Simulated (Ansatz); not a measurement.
# BeCo (Pm-3m): from the cell to its phonons

The cell of BeCo (Pm-3m) is at rest. What are its phonons? After the zone centre comes a 2×2×2 q mesh on a 16×16×16 k mesh.

Method: DFT PBEsol, scalar-relativistic, plane waves, PseudoDojo norm-conserving pseudopotentials, in Ansatz 0.2.0.

## 1. Starting point

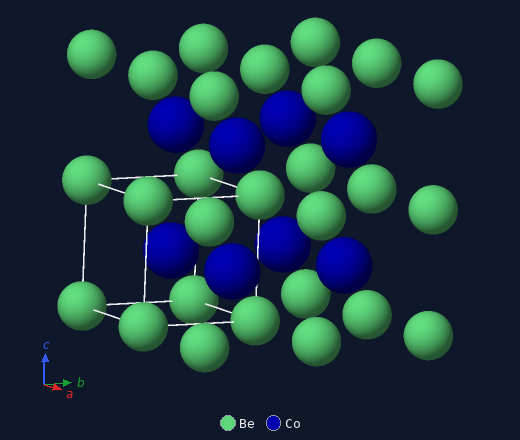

Start, viewed slightly off an axis; beryllium green, cobalt blue. 2×2×2 cells are drawn. Some periodic images of atoms are drawn too.

## 2. Linear response at the zone centre

The cell comes from relaxations at this level that are not shown. The zone centre comes first: it holds the modes that light can see, as far as symmetry allows. No field response is asked, since the mesh shows no gap.

The input, input.yaml:

```yaml
crystal:
  lattice:
    - [2.5675119103, 0.0, 0.0]
    - [0.0, 2.5675119103, 0.0]
    - [0.0, 0.0, 2.5675119103]
  atoms:
    - { symbol: Be, position: [0.0, 0.0, 0.0] }
    - { symbol: Co, position: [0.5, 0.5, 0.5], spin: -0.45 }
kpoints:
  mp_grid: { grid: [16, 16, 16] }
hamiltonian:
  xc: pbesol
  pseudopotentials: { kind: nc, accuracy: standard }
scf:
  occupations: { method: gaussian, width: 0.15 }
output:
  eigenvalues: true
  populations: true
magnetization:
  spin_polarized: true
phonons:
  method: dfpt
```

On the command line:

```
$ ansatz run input.yaml --threads 4 --pin off --max-ram 7168MiB --backend cpu --events-out ev --progress --plain --runs-dir out
```

Numbers of over 12 decimals in the logs are rounded to 6 here.

The program printed:

```text
Engine: ansatz 0.2.0, aarch64-unknown-linux-gnu
Pseudopotentials: kind: nc
Pseudopotential: Be, nc, valence charge 4, recommended cutoff 1197.300995 eV (normal), Be.nc.azcp (PseudoDojo's, or run here from an input of PseudoDojo's; its table is named by hamiltonian.pseudopotentials.accuracy)
Pseudopotential: Co, nc, valence charge 17, recommended cutoff 1306.14654 eV (normal), Co.nc.azcp (PseudoDojo's, or run here from an input of PseudoDojo's; its table is named by hamiltonian.pseudopotentials.accuracy)
Functional definition: PBEsol
  exchange = pbesol_x
  correlation = pbesol_c
Crystal: 2 atoms, lattice volume = 16.925 Å³
Basis set: ecut = 1306.14654 eV, 1839 PW (Γ), exchange–correlation on 64×64×64 points (8 copies of the dense FFT grid, shifted against one another)
Bands: 15, of which v1, the nominal top of the filled ones, is band 11 counted from 1 (10 counted from 0)
Symmetry: 48 space group operations
Space group: Pm-3m (ITA 221), of the structure as read, at distance tolerance 2.6e-5 Å
Magnetic group: BNS 221.92 (UNI 1594), of the structure as read, at distance tolerance 2.6e-5 Å
k-points: 165 of 4096
Non-local potential: Be, projectors of the file, l = 0: 2, l = 1: 2
Non-local potential: Co, projectors of the file, l = 0: 2, l = 1: 2, l = 2: 2
Initial density: superposition of atomic densities (chi_scale 0.1, normalization cell)
Starting moments: Σ|m| = 0.45 μB on 1 of 2 sites
Initial wavefunctions: pseudopotential atomic-orbital guess
Functional: x = pbesol(κ = 0.804, μ = 0.123457), c = pbesol(β = 0.046)
SCF 1 converged in 10 iterations: F = -4537.102029 eV  dr2 = 8.54e-12
a single point of the input's cell can leave the moments in the input for a lower state (scf.lower_state_search): this run first made a single point of its cell. This run's own SCFs start from the density of the state that the single point found, with the moments in the input. The single point stayed on the moments in the input.
k-points: 405 of 4096 (irreducible under 8 space group operations, time reversal used)
Initial density: read from a saved state, or passed on in memory by an earlier SCF of this step, an earlier step, the calling program or the single point that the run made first
Stability of the state it starts from, as read at its close in the collinear treatment: not read negative (Ritz values of 1 − χ₀K, real part plus size of imaginary part, from 0.35 to 0.39, by its mixing steps under the symmetry group of the SCF that read it); its run was given moments
Starting moments: Σ|m| = 0.45 μB on 1 of 2 sites; this step starts from the density that it was given
iter 1 solved again at ethr=4.23e-7 eV; its pass at ethr=3.10e-3 eV (dr2=8.88e-5 eV) is discarded
SCF iter   1: F=—  HF=-4537.102048 eV  |F-HF|=—  |Δ(HF+E_count)|=         —  Δρ=1.74e-6 (↑7.83e-7 ↓1.74e-6)  dr2=2.83e-10  dr2_m=7.02e-11  M=-0.391 μB ∫|m|=0.452 μB  β_m=0.30  ethr=4.23e-7  ⟨swp⟩=3.1  Hψ=100236  notcnv=0
eigensolver tolerance schedule: the retry pair's looser diagonalisation over-reported the residual by 314136.46 of it (diagonalisation noise at an unbounded share of the residual, at the tolerance the schedule requests for it); recorded, not acted on — ethr = c·dr2/N_el stays at c = 1.0e-1
preconditioner: auto → none  [metal: Δε(μ)=0.010 eV  Ē_g=10.287 eV  σ=0.150 eV  W_gap=0.04  n_scr=6 (ndim 8)  ℏωp=29.9 eV  f_vac=0.000  D(μ)=1.69/eV (n_scr^D=26)]
SCF iter   2: F=—  HF=-4537.102029 eV  |F-HF|=—  |Δ(HF+E_count)|=   1.92e-5  Δρ=7.21e-7 (↑5.15e-7 ↓7.21e-7)  dr2=1.25e-10  dr2_m=9.38e-12  M=-0.391 μB ∫|m|=0.452 μB  β_m=0.26  ethr=1.35e-12  ⟨swp⟩=4.5  Hψ=35453  notcnv=0
SCF iter   3: F=—  HF=-4537.102029 eV  |F-HF|=—  |Δ(HF+E_count)|=  2.18e-11  Δρ=4.37e-7 (↑2.41e-7 ↓4.37e-7)  dr2=1.38e-11  dr2_m=7.49e-12  M=-0.391 μB ∫|m|=0.452 μB  β_m=0.24  ethr=1.00e-12  ⟨swp⟩=1.0  Hψ=12157  notcnv=0
SCF iter   4: F=-4537.102029 eV  HF=-4537.102029 eV  |F-HF|=3.64e-12  |Δ(HF+E_count)|=  2.73e-12  Δρ=3.61e-7 (↑1.97e-7 ↓3.61e-7)  dr2=9.42e-12  dr2_m=5.33e-12  M=-0.391 μB ∫|m|=0.452 μB  ethr=1.00e-12  ⟨swp⟩=6.4  Hψ=55341  notcnv=0
SCF 2 converged in 4 iterations: F = -4537.102029 eV  dr2 = 9.42e-12
DFPT response loops at Γ: preconditioner auto → Kerker (q_TF=auto, 2.828 Å⁻¹) (partly filled bands, converged f_vac=0.000); β = 1.00, the filter's whole step (`scf.mixing.beta` (0.30) is not read by the response loops under this deck's `scf.mixing.preconditioner`; to damp them name `kerker` or `kerker_dos`, under which they read `scf.mixing.beta`, and type it under 1.00, their step now; both keys bind the ground state too); Broyden in place of MSR1
SCF converged after 4 iterations
Magnetization: -0.3911 μB (10.3044 up, 10.6956 down)
Absolute magnetization: 0.4519 μB (∫|ρ↑−ρ↓|)
Spin contamination: 0.0027 ħ² per cell (⟨S²⟩ above its minimum at these occupations)
Per-site moments (μB) at R_I (Å): [(0.018264, 0.917206), (-0.412539, 0.917206)]
Free energy (F): -4537.102029 eV
Harris-Foulkes:  -4537.102029 eV  (|F-HF|=3.64e-12)
Internal energy: -4537.082963 eV  (E = F + TS)
E sigma→0 (E₀):  -4537.092496 eV
Entropy (-TS):   -0.019065 eV (-9.533 meV/atom)
Fermi energy:    15.727284 eV
--- Per-component energies (eV) ---
  E_band       = -426.927860
  E_kinetic    = 2079.604849
  E_local      = -3480.408083  (includes V_loc(G=0)·N_el)
  E_nonlocal   = -791.469912
  E_hartree    = 1210.861409
  E_xc         = -823.147101
  E_vxc        = -656.377579  (∫ρ·V_xc dr)
  E_ewald      = -2732.524125
  E_smearing   = -0.019065  (= −TS)
  E_closure    = 0.000000  (closes the sum)
  Σ components = -4537.102029   (vs F -4537.102029, Δ=0.00e0)
--- Band table (eV; the first three rows and the last of 810) ---
  k-point 0 ↑: bands = [... 7 lower, 13.0163, 15.9599, 15.9599, 15.9599, 23.5640, 23.5640, 23.5640, 31.3129]
  k-point 1 ↑: bands = [... 7 lower, 13.0356, 15.8960, 15.8960, 15.9640, 23.1085, 23.7060, 23.7060, 31.3128]
  k-point 2 ↑: bands = [... 7 lower, 13.0908, 15.7225, 15.7225, 15.9757, 22.0336, 24.1139, 24.1139, 31.3125]
  k-point 404 ↓: bands = [... 7 lower, 11.5395, 16.2280, 16.2280, 22.5098, 22.5098, 22.5098, 23.1890, 23.1890]
--- Phonons (Γ-DFPT): 2 representative perturbations + reference, on 405 of 4096 k-points (Σ response iterations 6) ---
  k mesh reduced under 8 symmetry operations, with k and −k counted as one. Each operation leaves every solved perturbation unchanged. A smaller set is not used because it would not reduce the number of displacements times k-points to solve
  ASR residual: 1.008e-3 → 0.000e0 eV/Å²; symmetrization residual: 1.546e-6 eV/Å²
  ASR residual per site (eV/Å²): 1.42e-4 1.01e-3
  Γ frequencies (cm⁻¹): 0.00 0.00 0.00 542.58 542.58 542.58
  non-analytic LO–TO correction: not included (Born effective charges unavailable; polar crystals: no LO–TO splitting at Γ)
--- Löwdin populations: 2 sites ---
  site symbol       q [e]    m [muB]
     0     Be      3.0524     0.0049
     1     Co     17.2138    -0.4201
  spilling = 0.034944 (of n_electrons = 21.000000)
```

Elapsed: 57 s, on 4 threads of Arm Neoverse V2, shared host; peak memory 1.8 GiB.

Reading the cycles: dr2 is the Hartree energy of the density residual (eV), the measure of convergence; HF is the Harris–Foulkes estimate of the energy, which meets the free energy F at convergence.

This step gave:

```yaml
magnetization: -0.3911 μB
absolute_magnetization: 0.4519 μB
site_moments: 0.01826, -0.4125 μB
volume_per_atom: 8.463 Å³
gap_on_the_k_mesh: 0 eV
sum_rule_residual_before_enforcement: 0.001008 eV/Å²
point_group: m-3m
highest_optical_mode_at_the_zone_centre_no_lo_to_term: 542.6 cm⁻¹
lowest_optical_zone_centre_mode: 542.6 cm⁻¹
```

Patterns of degenerate modes are one choice out of their space. Modes at Γ, with each element's share of the kinetic energy:

| mode | frequency (cm⁻¹) | symmetry | Be % | Co % |
| --- | --- | --- | --- | --- |
| 1 | 0.0 | acoustic | 13 | 87 |
| 2 | 0.0 | acoustic | 13 | 87 |
| 3 | 0.0 | acoustic | 13 | 87 |
| 4 | 542.6 | T1u | 87 | 13 |
| 5 | 542.6 | T1u | 87 | 13 |
| 6 | 542.6 | T1u | 87 | 13 |

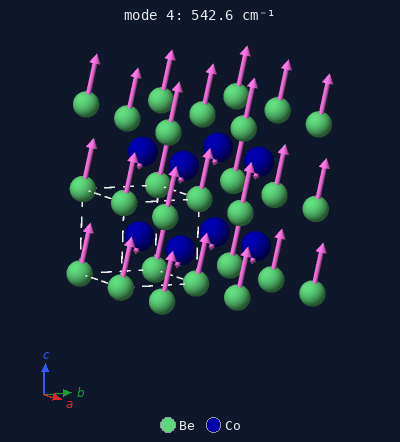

Displacement patterns of mode 4 at Γ; arrows are exaggerated. 2×2×2 cells are drawn. Some periodic images of atoms are drawn too.

Before it was imposed, the acoustic sum rule was missed by 0.0010 eV/Å². Small misses are needed for a sound result but don't prove that mesh and cutoff are converged. The lowest optical mode is real, 543 cm⁻¹.

## 3. Response at finite wavevector

Stability and thermal properties need the whole zone. Linear response on a 2×2×2 q mesh gives force constants as far as a supercell of that size would.

input.yaml, as its differences from that of step 2:

```diff
@@ -22 +22,8 @@
   method: dfpt
+  qmesh: [2, 2, 2]
+  temperatures: { t_max: 1000, t_step: 50 }
+  qpath:
+    path:
+      - [[0.0, 0.0, 0.0], [0.0, 0.5, 0.0], [0.5, 0.5, 0.0], [0.0, 0.0, 0.0], [0.5, 0.5, 0.5], [0.0, 0.5, 0.0]]
+      - [[0.5, 0.5, 0.5], [0.5, 0.5, 0.0]]
+    npoints: 10
```

The program printed:

```text
[...]
Crystal: 2 atoms, lattice volume = 16.925 Å³
Basis set: ecut = 1306.14654 eV, 1839 PW (Γ), exchange–correlation on 64×64×64 points (8 copies of the dense FFT grid, shifted against one another)
Bands: 15, of which v1, the nominal top of the filled ones, is band 11 counted from 1 (10 counted from 0)
[... 1 set-up line as in the run before ...]
[...]
k-points: 165 of 4096
[...]
Starting moments: Σ|m| = 0.45 μB on 1 of 2 sites
[...]
SCF 1 converged in 10 iterations: F = -4537.102029 eV  dr2 = 8.54e-12
[...]
SCF iter   5: F=-4537.102029 eV  HF=-4537.102029 eV  |F-HF|=1.82e-12  |Δ(HF+E_count)|=  9.09e-13  Δρ=1.11e-7 (↑7.21e-8 ↓1.11e-7)  dr2=1.35e-12  dr2_m=2.46e-13  M=-0.391 μB ∫|m|=0.452 μB  ethr=1.00e-12  ⟨swp⟩=5.2  Hψ=18836  notcnv=0
SCF 2 converged in 5 iterations: F = -4537.102029 eV  dr2 = 1.35e-12
[...]
SCF iter   4: F=-4537.102029 eV  HF=-4537.102029 eV  |F-HF|=6.37e-12  |Δ(HF+E_count)|=  1.82e-12  Δρ=2.99e-7 (↑1.55e-7 ↓2.99e-7)  dr2=8.84e-12  dr2_m=1.73e-12  M=-0.391 μB ∫|m|=0.452 μB  ethr=1.00e-12  ⟨swp⟩=3.5  Hψ=13449  notcnv=0
SCF 3 converged in 4 iterations: F = -4537.102029 eV  dr2 = 8.84e-12
phonons: the bands overlap, so this run is a metal and interpolates without the dipole-dipole term. If the crystal is really an insulator or semiconductor, its LO-TO splitting is missing
NSCF: frozen V_eff on 165 k-points
WARN: eigensolver did not converge (σ=↑ k=82): 1 band(s) unlocked after 20 sweeps at ethr=1.04e-12 eV (storage-precision floor; scheduled 1.00e-12 eV) (lowest unlocked band 14, counted from 0; max residual 4.17e-6 eV among the unlocked bands, 4.17e-6 eV over every band; other slots of this pass that fall short are told together in one closing line; warning suppressed until the next SCF loop or pass starts)
WARN: eigensolver did not converge in 5 slots of this pass, the one above among them; of largest residual over every band (σ=↓ k=83): 1 band(s) unlocked (lowest unlocked band 14, counted from 0; max residual 3.65e-5 eV among the unlocked bands, 3.65e-5 eV over every band); of lowest unlocked band (σ=↑ k=82): band 14
[...]
DFPT response loops at q = (0, 0, 0) (fractional): preconditioner auto → Kerker (q_TF=auto, 2.828 Å⁻¹) (partly filled bands, converged f_vac=0.000); β = 1.00, the filter's whole step (`scf.mixing.beta` (0.30) is not read by the response loops under this deck's `scf.mixing.preconditioner`; to damp them name `kerker` or `kerker_dos`, under which they read `scf.mixing.beta`, and type it under 1.00, their step now; both keys bind the ground state too); Broyden in place of MSR1
[...]
SCF converged after 5 iterations
Magnetization: -0.3911 μB (10.3044 up, 10.6956 down)
Absolute magnetization: 0.4519 μB (∫|ρ↑−ρ↓|)
[...]
Per-site moments (μB) at R_I (Å): [(0.018265, 0.917206), (-0.412539, 0.917206)]
Free energy (F): -4537.102029 eV
[...]
Internal energy: -4537.082963 eV  (E = F + TS)
E sigma→0 (E₀):  -4537.092496 eV
Entropy (-TS):   -0.019065 eV (-9.533 meV/atom)
Fermi energy:    15.727284 eV
[...]
--- Band table (eV; the first three rows and the last of 330) ---
  k-point 0 ↑: bands = [... 7 lower, 13.0163, 15.9599, 15.9599, 15.9599, 23.5640, 23.5640, 23.5640, 31.3129]
  k-point 1 ↑: bands = [... 7 lower, 13.0356, 15.8960, 15.8960, 15.9640, 23.1085, 23.7060, 23.7060, 31.3128]
  k-point 2 ↑: bands = [... 7 lower, 13.0908, 15.7225, 15.7225, 15.9757, 22.0336, 24.1139, 24.1139, 31.3125]
  k-point 164 ↓: bands = [... 7 lower, 11.5395, 16.2280, 16.2280, 22.5098, 22.5098, 22.5098, 23.1890, 23.1890]
--- Phonons (Γ-DFPT): 2 representative perturbations + reference (Σ response iterations 6) ---
  ASR residual: 2.705e-4 → 0.000e0 eV/Å²; symmetrization residual: 4.291e-7 eV/Å²
  ASR residual per site (eV/Å²): 5.08e-5 2.71e-4
  Γ frequencies (cm⁻¹): 0.00 0.00 0.00 542.58 542.58 542.58
--- Phonons (arbitrary-q DFPT): 4 irreducible q on the 2×2×2 mesh ---
  q = [0.0000, 0.0000, 0.0000] (star 1, of the zone-centre solve; hermiticity 1.01e-7, symmetrization 5.04e-15): -0.00 0.00 0.00 542.58 542.58 542.58
  q = [0.0000, 0.0000, -0.5000] (star 3, 4 solved perturbations in 2268 linear systems a pass and spin channel, the states on 729 of 4096 k-point pairs; hermiticity 4.34e-13, symmetrization 7.00e-13, the responses' own estimated error 3.9e-5 eV/Å²): 213.47 213.47 264.46 466.42 531.68 531.68
[...]
q = [-0.5000, -0.5000, -0.5000] (star 1, 2 solved perturbations on 405 of 4096 k-point pairs; hermiticity 1.68e-12, symmetrization 1.81e-12, the responses' own estimated error 3.8e-5 eV/Å²): 264.17 264.17 264.17 533.78 533.78 533.78
  sum rule: each row above includes the acoustic sum rule's correction from the zone centre's row sums; it moved no ω² by more than (1.24 cm⁻¹)²
  mesh force constants: q→R imaginary residual 2.26e-17; ASR residual 2.705e-4 → 0.000e0 eV/Å²; symmetrization residual 1.954e-14 eV/Å²
  interpolated dispersion: 62 rows × 6 modes
  density of states and harmonic sums: on the 24×24×24 q-mesh, interpolated from the force constants of a 2×2×2 supercell (no non-analytic term)
  largest difference from the sums on the solved wave vectors: F 5.45e-2 eV, S 8.68e-5 and C_V 3.23e-5 eV/K
  zero-point energy: 0.133809 eV/cell   skipped modes (ω ≤ 0): 3   left out of the sums: 3.62e-5 of the cell's modes: C_V's classical limit lies that fraction below 3 k_B per atom; for a crystal, a wire or a layer, F and S can be off by more, and a phonons.interpolated_qmesh denser along its periods is the remedy for the sampling
--- Löwdin populations: 2 sites ---
  site symbol       q [e]    m [muB]
     0     Be      3.0524     0.0049
     1     Co     17.2138    -0.4201
  spilling = 0.034944 (of n_electrons = 21.000000)
```

It took 3.9 min on 4 threads; peak memory 3.7 GiB.

Numbers from this step:

- sum-rule residual before enforcement: 2.71e-4 eV/Å²
- lowest frequency on the path: 0 cm⁻¹
- highest frequency on the path or at a solved wavevector: 543.1 cm⁻¹
- mean frequency: 359.8 cm⁻¹
- lowest mode on the q mesh (acoustic modes at Γ apart): 124.4 cm⁻¹
- edges of the widest gap between branches, on path and mesh: 264.5, 466.4 cm⁻¹

Frequencies (cm⁻¹) solved at each irreducible wavevector; negative means imaginary. Frequencies by wavevector, by row:

| q in reciprocal lattice units | star | mode 1 | mode 2 | mode 3 | mode 4 | mode 5 | mode 6 |
| --- | --- | --- | --- | --- | --- | --- | --- |
| 0 0 0 | 1 | 0 | 0 | 0 | 542.6 | 542.6 | 542.6 |
| 0 0 -0.5 | 3 | 213.5 | 213.5 | 264.5 | 466.4 | 531.7 | 531.7 |
| 0 -0.5 -0.5 | 3 | 124.4 | 124.4 | 243.9 | 509.8 | 541.2 | 541.2 |
| -0.5 -0.5 -0.5 | 1 | 264.2 | 264.2 | 264.2 | 533.8 | 533.8 | 533.8 |

Interpolated from a 2×2×2 q mesh, rough between the solved points. The phonon branches at the labelled points (cm⁻¹):

| point | branch 1 | branch 2 | branch 3 | branch 4 | branch 5 | branch 6 |
| --- | --- | --- | --- | --- | --- | --- |
| Γ | 0 | 0 | 0 | 543 | 543 | 543 |
| X | 214 | 214 | 264 | 466 | 532 | 532 |
| M | 124 | 124 | 244 | 510 | 541 | 541 |
| Γ | 0 | 0 | 0 | 543 | 543 | 543 |
| R | 264 | 264 | 264 | 534 | 534 | 534 |
| X | 214 | 214 | 264 | 466 | 532 | 532 |
| jump to R | 264 | 264 | 264 | 534 | 534 | 534 |
| M | 124 | 124 | 244 | 510 | 541 | 541 |

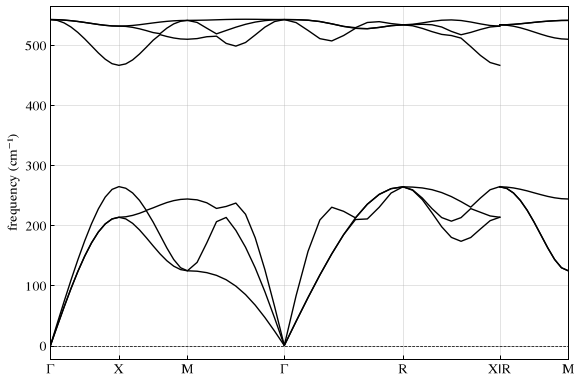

Phonon branches along the path.

The phonon density of states has structure finer than the step of the table below, so its rows give means over 25 cm⁻¹, whole bins alone (the curve runs from 2.5 to 542 cm⁻¹). Peaks (cm⁻¹: height): 232.5: 0.0423, 537.5: 0.142.

Tetrahedra on a 24×24×24 mesh, mean over bins of 5 cm-1. Interpolated from a 2×2×2 q mesh, rough between the solved points. Table of phonon density of states by wavenumber; means over each step:

| wavenumber (cm⁻¹) | phonon density of states (1/cm⁻¹/cell) |
| --- | --- |
| 25 | 1.3e-4 |
| 50 | 6.5e-4 |
| 75 | 0.00165 |
| 100 | 0.00361 |
| 125 | 0.00905 |
| 150 | 0.0141 |
| 175 | 0.0175 |
| 200 | 0.0236 |
| 225 | 0.0312 |
| 250 | 0.0181 |
| 275 | 4.1e-4 |
| 300 | 0 |
| 325 | 0 |
| 350 | 0 |
| 375 | 0 |
| 400 | 0 |
| 425 | 0 |
| 450 | 0 |
| 475 | 0.00249 |
| 500 | 0.0191 |
| 525 | 0.0677 |

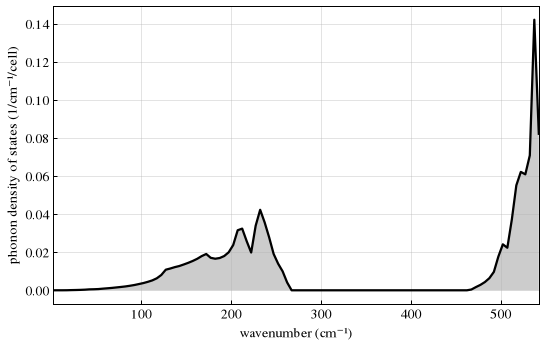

Phonon density of states, plotted against wavenumber.

The partial phonon density of states has structure finer than the step of the table below, so its rows give means over 50 cm⁻¹, whole bins alone (the curve runs from -10 to 569 cm⁻¹). Peaks (cm⁻¹: height): Be 536.6: 0.0966; Co 234.2: 0.0361, 540.3: 0.0125.

Phonopy on the run's constants, 21x21x21 mesh, Gaussian sigma 4.1 cm-1. Interpolated from a 2×2×2 q mesh, rough between the solved points. Table of partial phonon density of states by wavenumber; means over each step; values in 1/cm⁻¹/cell:

| wavenumber (cm⁻¹) | Be | Co |
| --- | --- | --- |
| 50 | 1.0e-4 | 6.6e-4 |
| 100 | 5.8e-4 | 0.00355 |
| 150 | 0.00190 | 0.0122 |
| 200 | 0.00167 | 0.0211 |
| 250 | 3.4e-4 | 0.0179 |
| 300 | 0 | 8.7e-7 |
| 350 | 0 | 0 |
| 400 | 0 | 0 |
| 450 | 2.8e-4 | 7.2e-6 |
| 500 | 0.0232 | 0.00104 |

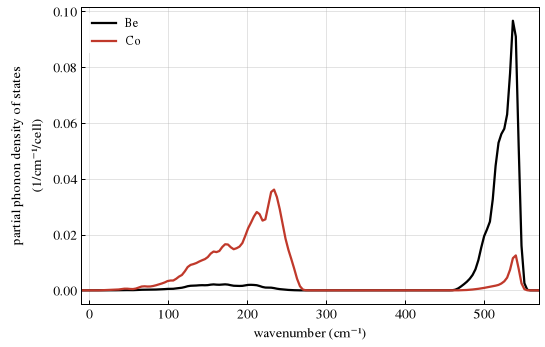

Partial phonon density of states, plotted against wavenumber.

Second derivatives of the energy by pair, one row for each kind of neighbour of each atom listed. Each entry sums the pair over the periodic images of the supercell that the q mesh stands for, and in a polar crystal it holds the long-range dipole part too. Force constants by pair, by row:

| atom | neighbour | distance (Å) | third of the trace (eV/Å²) | along the pair's line (eV/Å²) |
| --- | --- | --- | --- | --- |
| Be1 | itself | 0 | 8.525 | – |
| Be1 | Co | 2.224 | -1.058 | -3.409 |
| Be1 | Be | 2.568 | -0.0559 | 0.4281 |
| Be1 | Be | 3.631 | 0.1425 | 0.2602 |
| Be1 | Be | 4.447 | -0.3222 | -0.3222 |
| Co2 | itself | 0 | 12.77 | – |
| Co2 | Be | 2.224 | -1.058 | -3.409 |
| Co2 | Co | 2.568 | -1.197 | -2.493 |
| Co2 | Co | 3.631 | -0.3255 | -0.558 |
| Co2 | Co | 4.447 | 0.2616 | 0.2616 |

Symmetry leaves 4 wavevectors to solve. The lowest mode among them, the acoustic zeros apart, lies at q = (0, -0.5, -0.5) and is real, 124 cm⁻¹.

## 4. What came out

| Item | Value |
| --- | --- |
| space group (within 0.01 Å) | Pm-3m |
| volume per atom | 8.46 Å³ |
| electronic character | no gap on this mesh |
| highest optical mode at the zone centre (no LO-TO term) | 543 cm⁻¹ |
| lowest optical zone-centre mode | 543 cm⁻¹ |
| lowest mode on the q mesh (acoustic modes at Γ apart) | 124 cm⁻¹ |
| highest frequency on the path or at a solved wavevector | 543 cm⁻¹ |
| imaginary modes on the 2×2×2 q mesh | none |
| net magnetic moment of the cell as run | -0.391 μB |

**Reading.** The structure is a minimum as far as tested: no mode is imaginary at the 4 irreducible wavevectors of the 2×2×2 mesh, and the softest away from the acoustic zeros lies at 124 cm⁻¹. The optical modes at Γ form one degenerate level at 543 cm⁻¹. The highest mode in this list at Γ, 542.6 cm⁻¹, is mostly motion of Be (87 % of the kinetic energy). On the path and the mesh, the widest gap between branches runs from 264 to 466 cm⁻¹. The q mesh stands for a supercell only 5.1 Å across, so branches between the solved wavevectors are rough. The magnetic state is the one that the run reached from its starting moments; a lower one was not ruled out. With no gap, or one that is small against the smearing, the frequencies hang on the k mesh and the smearing, most of all near Kohn anomalies. A phonon run warned that its eigensolver left some bands unconverged in a pass. These are harmonic frequencies at zero temperature: anharmonic shifts, linewidths and thermal expansion are left out.

[Logs are printed without paths, hosts, clocks, repeated set-up lines and the standing remarks that a program may print on its own settings, such as how far it seeks lower states.]

[Hosts, paths, dates, database ids (printed as entryN), source tags and the programs' standing remarks are cut or masked in the printed files.]
